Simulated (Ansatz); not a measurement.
# AlAsH₃ (doublet): one geometry, many settings at a displaced geometry (v2)

Aim: run AlAsH₃ (doublet) at one geometry under a spread of methods and options, and see what each costs and gives.

The runs use Ansatz 0.2.0, Gaussian basis; the settings change from run to run.

18 further runs of the same task are left out: 7 that didn't finish, 11 set aside as unsound or not needed. Runs told in other sessions of the task aren't counted.

### Step 1. The geometry

The geometry is a PBE0/def2-TZVP stationary point (not a proven minimum) with its atoms shifted at random (size 0.100 Å). No spin-orbit coupling is included. The filled d shell of As may be among the frozen orbitals whatever the setting's name suggests.

5 atoms, charge 0, spin multiplicity 2.

Atoms are counted from 1 here; the program's logs count them from 0.

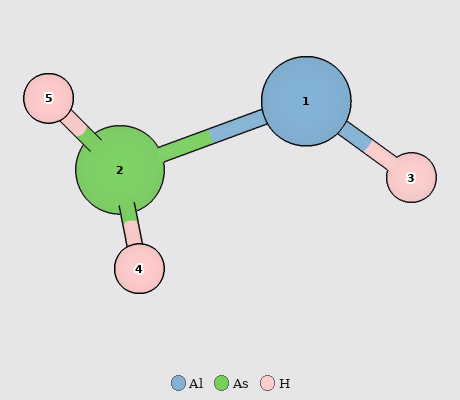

The geometry (aluminium light blue, arsenic green, hydrogen pink); atoms are numbered from 1 in the order of the file.

### Step 2. MP2 on ROHF/STO-3G

in.yaml reads:

```yaml
crystal:
  periodic: [false, false, false]
  atoms:
    - {symbol: Al, position_ang: [0.150631, -0.135858, 1.782439]}
    - {symbol: As, position_ang: [-0.082111, 0.040549, -0.655925]}
    - {symbol: H, position_ang: [-0.014694, 1.242236, 2.568491]}
    - {symbol: H, position_ang: [1.371656, 0.760220, -0.575108]}
    - {symbol: H, position_ang: [0.714260, -1.379712, -0.951635]}
basis:
  gaussian: {orbitals: STO-3G}
magnetization: {spin_polarized: false, initial_magnetization: 1}
correlation: {method: mp2, electrons: valence}
```

Run with:

```bash
> ansatz run in.yaml --threads 1 --pin off --events-out ev --progress --plain --max-ram 2393MiB
```

The log of the run:

```text
Functional definition: HF
  name "HF"
  cite "Fock, Z. Phys. 61, 126 (1930) doi:10.1007/BF01340294"
  parent pbe
  exchange = exact_x
  correlation = 0
307 factors; integrals over basis functions are off by at most 4.8e-5 eV
mean field evaluation 1: about -66665.6402 eV, gradient 1.1e1 eV
mean field evaluation 2: about -66665.6480 eV, gradient 1.1e1 eV
mean field evaluation 4: about -66666.7860 eV, gradient 1.4e0 eV
mean field evaluation 8: about -66666.8294 eV, gradient 2.7e-6 eV
mean field -66666.82935685 eV, -2449.9607904644 hartree, gradient 1.9e-6 eV, S^2 0.750000; 0 other end points of the search recorded, 0 dependent functions left out
mean field evaluation 16: about -66666.8594 eV, gradient 4.3e-1 eV
14 core orbitals not correlated: weight in the atoms' cores, before any rotation towards them, 1.000 or more for the frozen orbitals, at most 0.000 for the correlated occupied ones
reference -66666.82935685 eV, -2449.9607904644 hartree; 11, 10 occupied and 5, 6 virtual orbitals, 307 factors
second order -1.56891568 eV of doubles, -0.01508159 eV of singles
Total energy: -66668.41335411 eV, -2450.0190012901 hartree
```

Wall time 0.3 s (1 thread of Arm Neoverse V1, shared host).

### Step 3. CCSD(T) on UHF/cc-pVDZ

Changes to in.yaml since step 2:

```diff
@@ -9,4 +9,6 @@
 basis:
-  gaussian: {orbitals: STO-3G}
-magnetization: {spin_polarized: false, initial_magnetization: 1}
-correlation: {method: mp2, electrons: valence}
+  gaussian: {orbitals: cc-pVDZ}
+magnetization: {spin_polarized: true, initial_magnetization: 1}
+correlation: {method: ccsd_t, electrons: outside_noble_gas}
+scf: {lower_state_search: light}
+output: {forces: true}
```

The command is unchanged.

The log of the run (excerpt; [...] marks lines left out):

```text
Functional definition: HF
  name "HF"
  cite "Fock, Z. Phys. 61, 126 (1930) doi:10.1007/BF01340294"
  parent pbe
[...]
640 factors; integrals over basis functions are off by at most 1.1e-3 eV
[...]
mean field -67424.19274537 eV, -2477.7933816331 hartree, gradient 7.4e-6 eV, S^2 0.757729; 1 other end points of the search recorded, 0 dependent functions left out
determinant -67424.19274537 eV, -2477.7933816331 hartree, with singles and doubles -67429.64748844 eV, -2477.9938397436 hartree
determinant -67422.19993185 eV, -2477.7201470868 hartree, with singles and doubles -67427.82108366 eV, -2477.9267206059 hartree
19 core orbitals not correlated: weight in the atoms' cores, before any rotation towards them, 1.000 or more for the frozen orbitals, at most 0.000 for the correlated occupied ones
reference -67424.19274537 eV, -2477.7933816331 hartree; 6, 5 occupied and 35, 36 virtual orbitals, 640 factors
second order -4.45571797 eV of doubles, -0.00000000 eV of singles
cycle   1  -5.45489593 eV  change   -1.5e-4 eV  update   1.0e-3
[...]
cycle  10  -5.45515678 eV  change   -2.3e-6 eV  update   1.4e-6
perturbative correction -0.16471581 eV, -0.0060531945 hartree
[...]
Total energy: -67429.81261796 eV, -2477.9999081416 hartree
Atom 0 at     0.150631    -0.135858     1.782439 Å, force     0.062919    -0.228165     0.268795 eV/Å
Atom 1 at    -0.082111     0.040549    -0.655925 Å, force     2.004983    -0.913029    -0.676100 eV/Å
Atom 2 at    -0.014694     1.242236     2.568491 Å, force    -0.013338     0.170780     0.098628 eV/Å
Atom 3 at     1.371656     0.760220    -0.575108 Å, force    -1.118326    -0.355151    -0.027603 eV/Å
Atom 4 at     0.714260    -1.379712    -0.951635 Å, force    -0.936237     1.325566     0.336280 eV/Å
Dipole moment:     0.019904    -0.090059     0.082605 e Å
```

Run time: 8.5 s. Hardware: 1 thread of Arm Neoverse V1, shared host.

From the report: ⟨S²⟩ of the determinant 0.758 (pure doublet: 0.75); correlation -5.6199 eV; T1 0.018; largest double amplitude 0.05.

### Step 4. CCSD(T) on UHF/6-31G

Changes to in.yaml since step 3:

```diff
@@ -9,6 +9,5 @@
 basis:
-  gaussian: {orbitals: cc-pVDZ}
+  gaussian: {orbitals: 6-31G}
 magnetization: {spin_polarized: true, initial_magnetization: 1}
 correlation: {method: ccsd_t, electrons: outside_noble_gas}
-scf: {lower_state_search: light}
-output: {forces: true}
+scf: {lower_state_search: off}
```

Same command.

The log of the run (excerpt; [...] marks lines left out):

```text
Functional definition: HF
  name "HF"
  cite "Fock, Z. Phys. 61, 126 (1930) doi:10.1007/BF01340294"
  parent pbe
[...]
485 factors; integrals over basis functions are off by at most 2.7e-4 eV
[...]
mean field -67414.17226285 eV, -2477.4251356927 hartree, gradient 2.2e-6 eV, S^2 0.753995; 0 other end points of the search recorded, 0 dependent functions left out
19 core orbitals not correlated: weight in the atoms' cores, before any rotation towards them, 0.999 or more for the frozen orbitals, at most 0.000 for the correlated occupied ones
reference -67414.17226285 eV, -2477.4251356927 hartree; 6, 5 occupied and 23, 24 virtual orbitals, 485 factors
second order -2.35550131 eV of doubles, -0.00000000 eV of singles
cycle   1  -2.86996891 eV  change   -5.1e-1 eV  update   7.3e-2
[...]
cycle  12  -3.17075797 eV  change   -7.8e-6 eV  update   1.1e-5
perturbative correction -0.06315271 eV, -0.0023208193 hartree
Total energy: -67417.40617354 eV, -2477.5439797183 hartree
Checks for a lower state left out: stability, starts, cluster_reference, orbital_swaps, neighbouring_geometries, increment
```

It took 0.99 s on 1 thread of Arm Neoverse V1, shared host.

From the report: ⟨S²⟩ of the determinant 0.754 (pure doublet: 0.75); correlation -3.2339 eV; T1 0.017; largest double amplitude 0.07.

### Step 5. CCSD(T)/cc-pVDZ

Changes to in.yaml since step 4:

```diff
@@ -9,5 +9,5 @@
 basis:
-  gaussian: {orbitals: 6-31G}
-magnetization: {spin_polarized: true, initial_magnetization: 1}
+  gaussian: {orbitals: cc-pVDZ}
+magnetization: {spin_polarized: false, initial_magnetization: 1}
+hamiltonian: {xc: {name: r2SCAN}}
 correlation: {method: ccsd_t, electrons: outside_noble_gas}
-scf: {lower_state_search: off}
```

The command is unchanged.

The log of the run (excerpt; [...] marks lines left out):

```text
Functional definition: r2SCAN
  name "r2SCAN"
  cite "Furness, Kaplan, Ning, Perdew & Sun, J. Phys. Chem. Lett. 11, 8208 (2020) doi:10.1021/acs.jpclett.0c02405"
  cite "Furness, Kaplan, Ning, Perdew & Sun, J. Phys. Chem. Lett. 11, 9248 (2020) doi:10.1021/acs.jpclett.0c03077"
  parent r2scan
[...]
640 factors; integrals over basis functions are off by at most 1.1e-3 eV
[...]
mean field -67483.84998974 eV, -2479.9857449264 hartree, gradient 4.2e-6 eV, S^2 0.750000; 0 other end points of the search recorded, 0 dependent functions left out
19 core orbitals not correlated: weight in the atoms' cores, before any rotation towards them, 1.000 or more for the frozen orbitals, at most 0.000 for the correlated occupied ones
reference -67423.61288237 eV, -2477.7720720609 hartree; 6, 5 occupied and 35, 36 virtual orbitals, 640 factors
second order -4.75656918 eV of doubles, -0.26224863 eV of singles
cycle   1  -5.55982026 eV  change   -5.4e-1 eV  update   6.5e-2
[...]
cycle  12  -5.80883361 eV  change   -1.6e-7 eV  update   9.2e-6
perturbative correction -0.18188731 eV, -0.0066842353 hartree
Total energy: -67429.60360329 eV, -2477.9922269939 hartree
```

Wall time 8.5 s (1 thread of Arm Neoverse V1, shared host).

From the report: correlation -5.9907 eV; T1 0.019; largest double amplitude 0.05. The orbitals are Kohn-Sham ones, so correlation energy and T1 don't compare with those on Hartree-Fock orbitals.

### Step 6. CCSD/cc-pVDZ

Changes to in.yaml since step 5:

```diff
@@ -10,4 +10,5 @@
   gaussian: {orbitals: cc-pVDZ}
-magnetization: {spin_polarized: false, initial_magnetization: 1}
-hamiltonian: {xc: {name: r2SCAN}}
-correlation: {method: ccsd_t, electrons: outside_noble_gas}
+magnetization: {spin_polarized: true, initial_magnetization: 1}
+hamiltonian: {xc: {name: PBE}}
+correlation: {method: ccsd, electrons: outside_noble_gas}
+scf: {omitted_lower_state_checks: [cluster_reference]}
```

The command is unchanged.

The log of the run (excerpt; [...] marks lines left out):

```text
Functional definition: PBE
  name "PBE"
  cite "Perdew, Burke & Ernzerhof, Phys. Rev. Lett. 77, 3865 (1996) doi:10.1103/PhysRevLett.77.3865"
  parent pbe
[...]
640 factors; integrals over basis functions are off by at most 1.1e-3 eV
[...]
mean field -67471.91908742 eV, -2479.5472923534 hartree, gradient 7.8e-6 eV, S^2 0.751658; 1 other end points of the search recorded, 0 dependent functions left out
19 core orbitals not correlated: weight in the atoms' cores, before any rotation towards them, 1.000 or more for the frozen orbitals, at most 0.000 for the correlated occupied ones
reference -67423.43043311 eV, -2477.7653671742 hartree; 6, 5 occupied and 35, 36 virtual orbitals, 640 factors
second order -4.80822989 eV of doubles, -0.32216900 eV of singles
cycle   1  -5.65625053 eV  change   -5.3e-1 eV  update   6.5e-2
[...]
cycle  12  -5.90572005 eV  change    1.2e-6 eV  update   6.0e-6
Total energy: -67429.33615316 eV, -2477.9823983830 hartree
Checks for a lower state left out: cluster_reference
```

It took 4.5 s on 1 thread of Arm Neoverse V1, shared host.

From the report: ⟨S²⟩ of the determinant 0.752 (pure doublet: 0.75); correlation -5.9057 eV; T1 0.024; largest double amplitude 0.05. The orbitals are Kohn-Sham ones, so correlation energy and T1 don't compare with those on Hartree-Fock orbitals.

### Step 7. NEVPT2(1,5)/6-31G

in.yaml reads:

```yaml
crystal:
  periodic: [false, false, false]
  atoms:
    - {symbol: Al, position_ang: [0.150631, -0.135858, 1.782439]}
    - {symbol: As, position_ang: [-0.082111, 0.040549, -0.655925]}
    - {symbol: H, position_ang: [-0.014694, 1.242236, 2.568491]}
    - {symbol: H, position_ang: [1.371656, 0.760220, -0.575108]}
    - {symbol: H, position_ang: [0.714260, -1.379712, -0.951635]}
basis:
  gaussian: {orbitals: 6-31G}
magnetization: {spin_polarized: false, initial_magnetization: 1}
correlation: {method: sc_nevpt2, electrons: outside_noble_gas, active_space: {window: {electrons: 1, orbitals: 5}}}
accuracy: high
```

Launched as before.

The log of the run:

```text
Functional definition: HF
  name "HF"
  cite "Fock, Z. Phys. 61, 126 (1930) doi:10.1007/BF01340294"
  parent pbe
  exchange = exact_x
  correlation = 0
924 factors; integrals over basis functions are off by at most 4.7e-9 eV
mean field evaluation 1: about -67413.3478 eV, gradient 8.8e0 eV
mean field evaluation 2: about -67413.3525 eV, gradient 8.8e0 eV
mean field evaluation 4: about -67414.1338 eV, gradient 1.4e0 eV
mean field evaluation 8: about -67414.1533 eV, gradient 3.0e-4 eV
mean field -67414.15328260 eV, -2477.4244381811 hartree, gradient 2.1e-8 eV, S^2 0.750000; 0 other end points of the search recorded, 0 dependent functions left out
reference -67414.15328260 eV, -2477.4244381811 hartree; 25, 24 occupied and 23, 24 virtual orbitals, 924 factors
state -67414.15328260 eV, -2477.4244381811 hartree
state -67414.15328260 eV, -2477.4244381811 hartree; corrected -67416.46364082 eV, -2477.5093422800 hartree
WARN: 4 active orbitals are nearly empty or full. The corrections depend on them more than the energy does, and are more stable in an active space without them
Total energy: -67416.46364082 eV, -2477.5093422800 hartree
```

It took 3.5 s on 1 thread of Arm Neoverse V1, shared host.

From the report: 5 determinants; active occupations 1.00, 0.00, 0.00, 0.00, 0.00. The report marks this result as in doubt.

### Step 8. MRCISD+Q(11,8)/STO-3G

Changes to in.yaml since step 7:

```diff
@@ -9,5 +9,4 @@
 basis:
-  gaussian: {orbitals: 6-31G}
+  gaussian: {orbitals: STO-3G}
 magnetization: {spin_polarized: false, initial_magnetization: 1}
-correlation: {method: sc_nevpt2, electrons: outside_noble_gas, active_space: {window: {electrons: 1, orbitals: 5}}}
-accuracy: high
+correlation: {method: fic_mrcisd_q, electrons: outside_noble_gas, active_space: {window: {electrons: 11, orbitals: 8}}}
```

Same command.

The log of the run (excerpt; [...] marks lines left out):

```text
Functional definition: HF
  name "HF"
  cite "Fock, Z. Phys. 61, 126 (1930) doi:10.1007/BF01340294"
  parent pbe
[...]
307 factors; integrals over basis functions are off by at most 4.8e-5 eV
[...]
mean field -66666.82935685 eV, -2449.9607904644 hartree, gradient 1.9e-6 eV, S^2 0.750000; 0 other end points of the search recorded, 0 dependent functions left out
reference -66666.82935685 eV, -2449.9607904644 hartree; 25, 24 occupied and 5, 6 virtual orbitals, 307 factors
state -66668.17037113 eV, -2450.0100718302 hartree
contracted CI cycle   1: correlation 0.00000000 eV, 0.0000000000 hartree, residual 5.61e0 eV
contracted CI cycle   2: correlation -0.97009092 eV, -0.0356501838 hartree, residual 1.41e0 eV
contracted CI cycle   3: correlation -1.03395606 eV, -0.0379971842 hartree, residual 3.02e-1 eV
contracted CI cycle   4: correlation -1.03683714 eV, -0.0381030619 hartree, residual 7.70e-2 eV
contracted CI cycle   5: correlation -1.03702961 eV, -0.0381101351 hartree, residual 2.22e-2 eV
contracted CI cycle   6: correlation -1.03704645 eV, -0.0381107540 hartree, residual 5.30e-3 eV
contracted CI cycle   7: correlation -1.03704745 eV, -0.0381107909 hartree, residual 1.39e-3 eV
contracted CI cycle   8: correlation -1.03704755 eV, -0.0381107944 hartree, residual 5.55e-4 eV
state -66668.17037113 eV, -2450.0100718302 hartree; corrected -66669.24688892 eV, -2450.0496331291 hartree
Total energy: -66669.24688892 eV, -2450.0496331291 hartree
```

Run time: 4.6 s. Hardware: 1 thread of Arm Neoverse V1, shared host.

From the report: 1,568 determinants; active occupations 2.00, 2.00, 2.00, 1.96, 1.95, 1.00, 0.05, 0.04.

### Step 9. CCSD on UHF/cc-pVDZ

Changes to in.yaml since step 8:

```diff
@@ -9,4 +9,5 @@
 basis:
-  gaussian: {orbitals: STO-3G}
-magnetization: {spin_polarized: false, initial_magnetization: 1}
-correlation: {method: fic_mrcisd_q, electrons: outside_noble_gas, active_space: {window: {electrons: 11, orbitals: 8}}}
+  gaussian: {orbitals: cc-pVDZ}
+magnetization: {spin_polarized: true, initial_magnetization: 1}
+correlation: {method: ccsd, electrons: outside_noble_gas}
+output: {forces: true}
```

Same command.

The log of the run (excerpt; [...] marks lines left out):

```text
Functional definition: HF
  name "HF"
  cite "Fock, Z. Phys. 61, 126 (1930) doi:10.1007/BF01340294"
  parent pbe
[...]
640 factors; integrals over basis functions are off by at most 1.1e-3 eV
[...]
mean field -67424.19274537 eV, -2477.7933816331 hartree, gradient 7.4e-6 eV, S^2 0.757729; 1 other end points of the search recorded, 0 dependent functions left out
determinant -67424.19274537 eV, -2477.7933816331 hartree, with singles and doubles -67429.64748844 eV, -2477.9938397436 hartree
determinant -67422.19993185 eV, -2477.7201470868 hartree, with singles and doubles -67427.82108366 eV, -2477.9267206059 hartree
19 core orbitals not correlated: weight in the atoms' cores, before any rotation towards them, 1.000 or more for the frozen orbitals, at most 0.000 for the correlated occupied ones
reference -67424.19274537 eV, -2477.7933816331 hartree; 6, 5 occupied and 35, 36 virtual orbitals, 640 factors
second order -4.45571797 eV of doubles, -0.00000000 eV of singles
cycle   1  -5.45489593 eV  change   -1.5e-4 eV  update   1.0e-3
[...]
cycle  10  -5.45515678 eV  change   -2.3e-6 eV  update   1.4e-6
[...]
Total energy: -67429.64790215 eV, -2477.9938549471 hartree
Atom 0 at     0.150631    -0.135858     1.782439 Å, force     0.049838    -0.203078     0.265266 eV/Å
Atom 1 at    -0.082111     0.040549    -0.655925 Å, force     2.090097    -0.942326    -0.656402 eV/Å
Atom 2 at    -0.014694     1.242236     2.568491 Å, force    -0.009922     0.148565     0.090500 eV/Å
Atom 3 at     1.371656     0.760220    -0.575108 Å, force    -1.163042    -0.366563    -0.039213 eV/Å
Atom 4 at     0.714260    -1.379712    -0.951635 Å, force    -0.966970     1.363402     0.339849 eV/Å
Dipole moment:     0.019492    -0.094126     0.098415 e Å
```

It took 7.5 s on 1 thread of Arm Neoverse V1, shared host.

From the report: ⟨S²⟩ of the determinant 0.758 (pure doublet: 0.75); correlation -5.4552 eV; T1 0.018; largest double amplitude 0.05.

### Step 10. CISD/def2-SVPD

Changes to in.yaml since step 9:

```diff
@@ -9,5 +9,4 @@
 basis:
-  gaussian: {orbitals: cc-pVDZ}
-magnetization: {spin_polarized: true, initial_magnetization: 1}
-correlation: {method: ccsd, electrons: outside_noble_gas}
-output: {forces: true}
+  gaussian: {orbitals: def2-SVPD}
+magnetization: {spin_polarized: false, initial_magnetization: 1}
+correlation: {active_space: {ras: {orbitals: [5, 1, 61], electrons: 11, max_holes: 2, max_particles: 2}, fixed_orbitals: true}}
```

Launched as before.

The log of the run:

```text
Functional definition: HF
  name "HF"
  cite "Fock, Z. Phys. 61, 126 (1930) doi:10.1007/BF01340294"
  parent pbe
  exchange = exact_x
  correlation = 0
811 factors; integrals over basis functions are off by at most 1.0e-3 eV
mean field evaluation 1: about -67414.3977 eV, gradient 9.3e0 eV
mean field evaluation 2: about -67414.4018 eV, gradient 9.3e0 eV
mean field evaluation 4: about -67415.3273 eV, gradient 1.5e0 eV
mean field evaluation 8: about -67415.3517 eV, gradient 1.7e-1 eV
mean field -67415.35208028 eV, -2477.4684931836 hartree, gradient 2.5e-6 eV, S^2 0.750000; 0 other end points of the search recorded, 0 dependent functions left out
reference -67415.35208028 eV, -2477.4684931836 hartree; 25, 24 occupied and 61, 62 virtual orbitals, 811 factors
state -67420.59677944 eV, -2477.6612323225 hartree
Total energy: -67420.59677944 eV, -2477.6612323225 hartree
```

Wall time 14 s (1 thread of Arm Neoverse V1, shared host); peak memory 0.3 GiB.

From the report: 243,457 determinants.

### Step 11. The runs in one table

Where basis and cores are those of an earlier UCCSDT(Q)/cc-pVDZ run (-67429.8531 eV), and the records show the same count of frozen orbitals and kind of state, the miss against it is given; a blank cell means that this couldn't be shown. † marks a result that the program doubts.

```
                               level         correlated  functions  energy (eV)  from UCCSDT(Q) (meV)    time
                  MP2 on ROHF/STO-3G            valence         30  -66668.4134                         0.3 s
              CCSD(T) on UHF/cc-pVDZ  outside noble gas         60  -67429.8126                  40.5   8.5 s
                CCSD(T) on UHF/6-31G  outside noble gas         48  -67417.4062                        0.99 s
CCSD(T)/cc-pVDZ (on r2SCAN orbitals)  outside noble gas         60  -67429.6036                 249.5   8.5 s
      CCSD/cc-pVDZ (on PBE orbitals)  outside noble gas         60  -67429.3362                 516.9   4.5 s
                 NEVPT2(1,5)/6-31G †  outside noble gas         48  -67416.4636                         3.5 s
               MRCISD+Q(11,8)/STO-3G  outside noble gas         30  -66669.2469                         4.6 s
                 CCSD on UHF/cc-pVDZ  outside noble gas         60  -67429.6479                 205.2   7.5 s
                      CISD/def2-SVPD  outside noble gas         86  -67420.5968                          14 s
```

### Step 12. Outcome

| quantity | value |
| --- | --- |
| runs | 9 |
| quickest | MP2 on ROHF/STO-3G, 0.3 s |
| slowest | CISD/def2-SVPD, 14 s |

What this shows: Total energies in different bases, with other cores or another treatment of relativity can't be set against each other. «valence» and «outside noble gas» are the program's key words; the logs give how many orbitals each freezes, and for Ga to Kr the 3d shell needn't follow the word's plain sense. CISD/def2-SVPD took 48 times as long as MP2 on ROHF/STO-3G; the jobs differ in more than the method. Among the correlated runs with a miss given, it spans +40 to +517 meV. Cores frozen from Kohn-Sham orbitals shift the total energy.
